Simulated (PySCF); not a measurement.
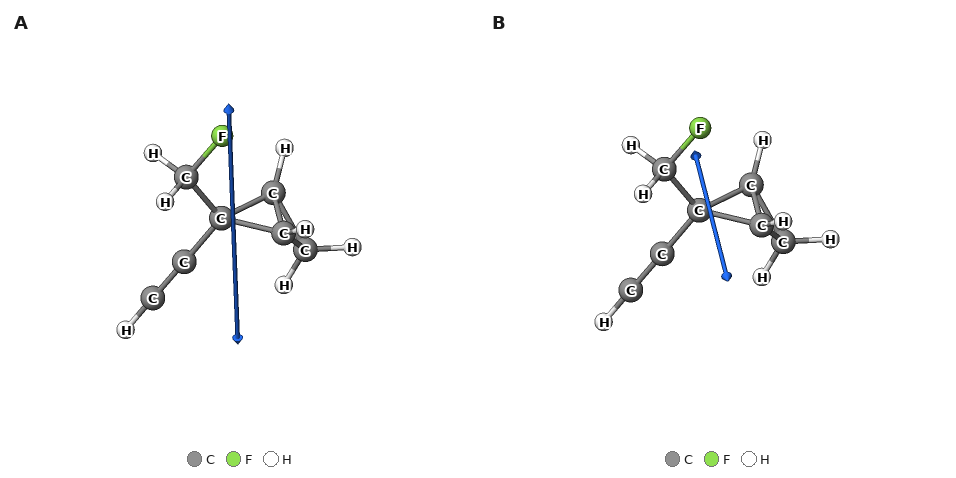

The double arrows show the directions of two transition dipoles from the ground state (lengths mean nothing). Computed geometry: GFN2-xTB optimisation. No frequency run is at hand to confirm it as a minimum. Level of theory: TDDFT CAM-B3LYP/def2-SVPD, vertical, gas phase, core orbitals frozen in the response (PySCF 2.14.0).

### One belongs to singlet state 4 and one to singlet state 7. Which is which?

A: state 7, 7.86 eV (158 nm), oscillator strength 0.033, of mixed character, with the largest part HOMO−1 → LUMO+1 (weight 0.38).
B: state 4, 7.59 eV (163 nm), oscillator strength 0.046, mainly HOMO → LUMO (weight 0.67).
